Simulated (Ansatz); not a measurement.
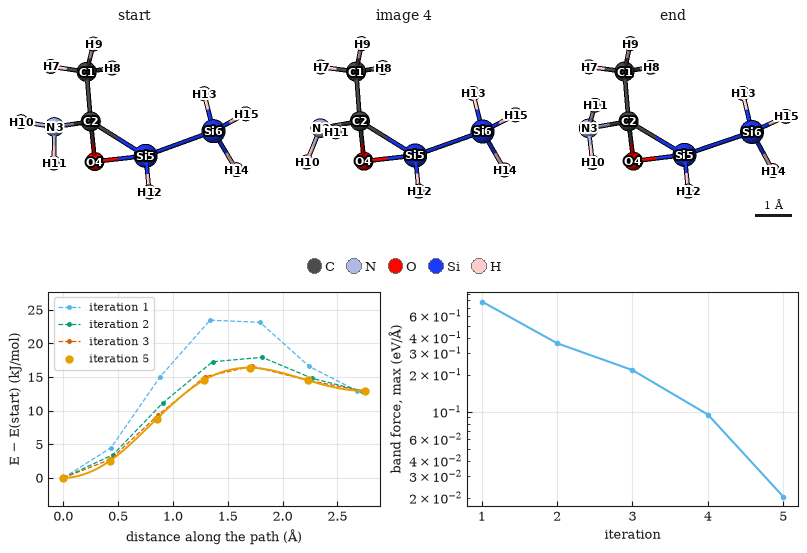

NEB run on C2H9NOSi2. Images are numbered from 0 (start) to 6 (end). The plot follows the band through its iterations. Style: ball-and-stick. Shown at a tilt.

These are results of Ansatz, RKS BHLYP-D4/STO-3G, not measurements. Run with 5 movable images; climbing image; force threshold 0.05 eV/Å; iteration limit 60; starting path by image-dependent pair potential.

**How did the profile develop, and is the result final?**

The result is final at these settings. The band converged in 5 iterations. The largest component of the band force went from 0.78 to 0.021 eV/Å. The climbing image converged on the top of the path. Its vibrational analysis gives one imaginary mode (207i cm⁻¹), as a transition state must have. The first iteration put the highest image at 23.5 kJ/mol. Forward barrier 16.4 kJ/mol, backward barrier 3.4 kJ/mol, with image 4 at the top; the reaction energy is +12.9 kJ/mol.

Limits of the set-up: STO-3G is a minimal basis, so the numbers are rough.
